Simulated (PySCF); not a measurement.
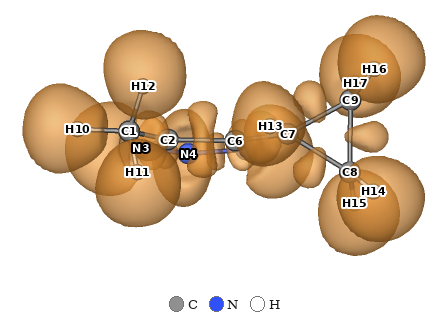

C$_{6}$H$_{8}$N$_{3}$ (SMILES Cc1[n-]nnc1C1CC1) (charge −1). Isosurface of the electron localisation function at 0.8 (orange), seen from one side. Core shells and regions of very low density are left out.

Geometry: GFN2-xTB.

All numbers below come from PySCF 2.14.0, PBE0/pcSseg-1, SCF density, gas phase, non-relativistic.

| atom | x (Å) | y (Å) | z (Å) |
| --- | --- | --- | --- |
| C | 2.3018 | -0.9935 | -0.4104 |
| C | 1.6161 | 0.2987 | -0.1093 |
| N | 2.2685 | 1.4647 | 0.0404 |
| N | 1.3635 | 2.3900 | 0.2987 |
| N | 0.1475 | 1.8864 | 0.3252 |
| C | 0.2564 | 0.5659 | 0.0729 |
| C | -0.8853 | -0.3596 | 0.0126 |
| C | -2.0558 | -0.1806 | 0.9403 |
| C | -2.2108 | 0.1104 | -0.5209 |
| H | 3.3653 | -0.8141 | -0.5624 |
| H | 2.1820 | -1.7045 | 0.4134 |
| H | 1.8913 | -1.4546 | -1.3139 |
| H | -0.6033 | -1.3844 | -0.2191 |
| H | -2.5439 | -1.0578 | 1.3489 |
| H | -2.0188 | 0.6639 | 1.6112 |
| H | -2.8056 | -0.5659 | -1.1236 |
| H | -2.2758 | 1.1471 | -0.8139 |

> What do the ELF domains correspond to?

At this value the surface marks out six regions between bonded C–C atoms (shared pairs), two regions between bonded C–N atoms (shared pairs), two regions between bonded N–N atoms (shared pairs), eight regions around hydrogen nuclei and three lobes on N, pointing away from the bonds (lone pairs). Along the contacts the grid gives the following. N–N (1.32 Å): the ELF peaks at about 0.90 between the atoms, as expected for localised, covalent bonding. C–N (1.34 Å): the ELF peaks at about 0.90 between the atoms: a covalent bond.
